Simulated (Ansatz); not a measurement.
C₂H₅Al: several calculations on one system

Part 1: Relaxation

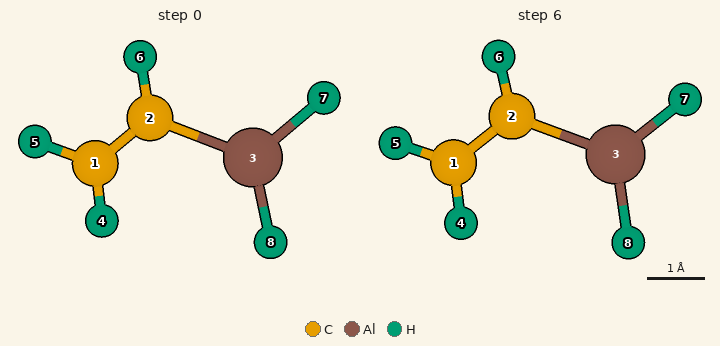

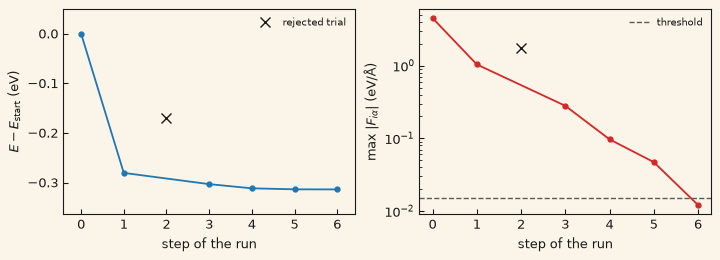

First and last geometry of a relaxation of C2H5Al, with the history of the run. A ball-and-stick model, seen face on.

The run prepares an end point of a later path (torsion) calculation, from a guessed geometry.

These are results of Ansatz, RHF/cc-pVDZ, not measurements.

Input
```yaml
crystal:
  periodic: [false, false, false]
  atoms:
    - { symbol: C, position_ang: [-1.0345, 0.8171, -0.3482] }
    - { symbol: C, position_ang: [0.1387, 0.6499, 0.1201] }
    - { symbol: Al, position_ang: [0.8671, -1.1635, 0.2428] }
    - { symbol: H, position_ang: [-1.6284, 0.0455, -0.696] }
    - { symbol: H, position_ang: [-1.4733, 1.8645, -0.4414] }
    - { symbol: H, position_ang: [0.7464, 1.5084, 0.447] }
    - { symbol: H, position_ang: [2.3989, -1.3722, 0.8425] }
    - { symbol: H, position_ang: [0.0771, -2.4069, -0.2226] }
basis:
  gaussian: { orbitals: cc-pVDZ }
hamiltonian:
  xc: hf
relax:
  f_tol: 0.015
  max_steps: 40
output:
  orbitals: {}
```

Launched with:
```bash
ansatz run input.yaml --threads 1 --pin off --max-ram 2048MiB --backend cpu --events-out ev --progress --plain --runs-dir out
```

Read the history and describe the run.

Answer. It converged. Al3 moves most after the best rigid fit: 0.071 Å. Largest moves by element: Al 0.071 Å, C 0.046 Å, H 0.043 Å. Among the contacts that change: Al3–H7 1.658 → 1.588 Å, C1–C2 1.274 → 1.336 Å, C1–H4 1.034 → 1.087 Å, C1–H5 1.139 → 1.088 Å. Among the angles between lasting bonds that change: C1–C2–H6 121.0° → 116.3°, C2–Al3–H8 122.4° → 118.1°, Al3–C2–H6 119.9° → 122.5°. After 5 accepted moves (6 points after the start) the energy has fallen by 0.314 eV. The largest force component goes from 4.5 to 0.012 eV/Å. The line search rejected the trial step at point 2 of the run. The run took 8.2 s on 1 thread of Arm Neoverse V1 (shared host), peak memory 0.11 GiB.

Part 2: Relaxation

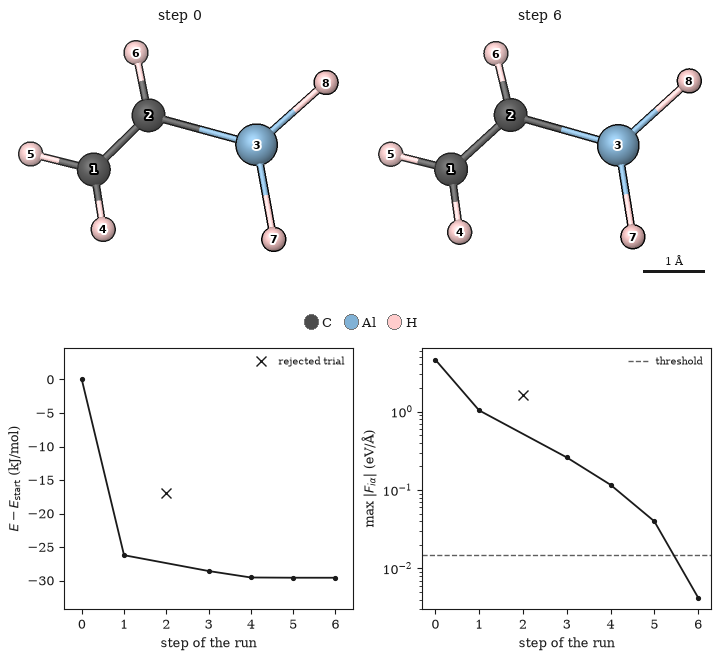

First and last geometry of a relaxation of C$_{2}$H$_{5}$Al, with the history of the run. Style: ball-and-stick. Shown at a tilt.

The run prepares an end point of a later path (torsion) calculation, from a guessed geometry.

Computed with Ansatz 0.2.0, RHF/cc-pVDZ.

Input file:
```yaml
crystal:
  periodic: [false, false, false]
  atoms:
    - { symbol: C, position_ang: [-1.0345, 0.8171, -0.3482] }
    - { symbol: C, position_ang: [0.1387, 0.6499, 0.1201] }
    - { symbol: Al, position_ang: [0.8671, -1.1635, 0.2428] }
    - { symbol: H, position_ang: [-1.6284, 0.0455, -0.696] }
    - { symbol: H, position_ang: [-1.4733, 1.8645, -0.4414] }
    - { symbol: H, position_ang: [0.7464, 1.5084, 0.447] }
    - { symbol: H, position_ang: [-0.06899, -2.43786, -0.25655] }
    - { symbol: H, position_ang: [2.27349, -1.45465, 0.81203] }
basis:
  gaussian: { orbitals: cc-pVDZ }
hamiltonian:
  xc: hf
relax:
  f_tol: 0.015
  max_steps: 40
```

Command:
```bash
ansatz run input.yaml --threads 1 --pin off --max-ram 2048MiB --backend cpu --events-out ev --progress --plain --runs-dir out
```

Question: Did the run converge, and what did it change?

Answer: It converged. Over 5 accepted moves (6 points after the start) the energy falls by 29.6 kJ/mol. The largest force component goes from 4.6 to 0.0043 eV/Å. The line search rejected the trial step at point 2 of the run. The atom that moves furthest after the best rigid fit is H4 (0.075 Å). By element the largest moves are H 0.075 Å, C 0.051 Å, Al 0.035 Å. Near-neighbour distances that change, for instance: Al3–H7 1.658 → 1.588 Å, C1–C2 1.274 → 1.336 Å, C1–H4 1.034 → 1.087 Å, C1–H5 1.139 → 1.087 Å. Among the angles between lasting bonds that change: C1–C2–H6 121.0° → 116.3°, Al3–C2–H6 119.9° → 122.6°, C2–C1–H5 120.3° → 122.8°. The run took 8.2 s on 1 thread of Arm Neoverse V1, on a shared host, peak memory 0.11 GiB.

```tsv
step	E − E(0), kJ/mol	largest force component, eV/Å	note
0	0.00	4.6130	
1	-26.22	1.0396	
2	-16.92	1.6449	rejected
3	-28.58	0.2613	
4	-29.54	0.1168	
5	-29.58	0.0400	
6	-29.58	0.0043
```

Part 3: Path

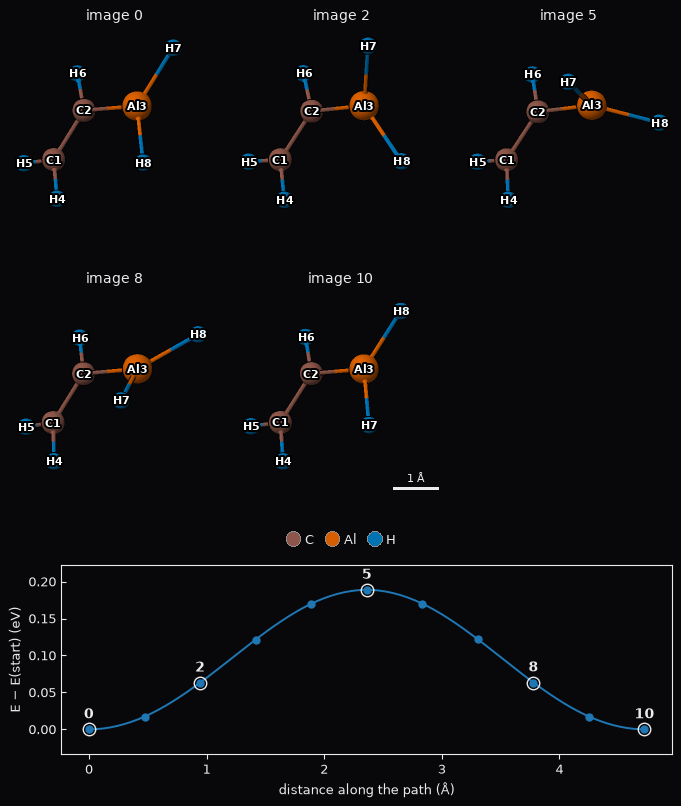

A nudged-elastic-band calculation for C2H5Al. Images are numbered from 0 (start) to 10 (end). A ball-and-stick model, seen from a free direction.

These are results of RHF/cc-pVDZ in Ansatz, not measurements. Run with 9 movable images; climbing image; force threshold 0.05 eV/Å; iteration limit 60; starting path through a guess of the saddle point.

Q: What happens along the path, and what is the barrier?

A: The motion is a rotation about the C2–Al3 bond by about 180°. No bond forms or breaks between the ends. Bond angles that change up to the highest image, for instance: C1–C2–Al3 121.2° → 124.5°, Al3–C2–H6 122.5° → 120.1°. The two ends have the same energy, and the highest point, image 5, lies 0.189 eV above the start. The band converged in 9 iterations. The largest component of the band force went from 34 to 0.017 eV/Å. The climbing image converged on the top of the path. Its vibrational analysis gives one imaginary mode (202i cm⁻¹), as a transition state must have.
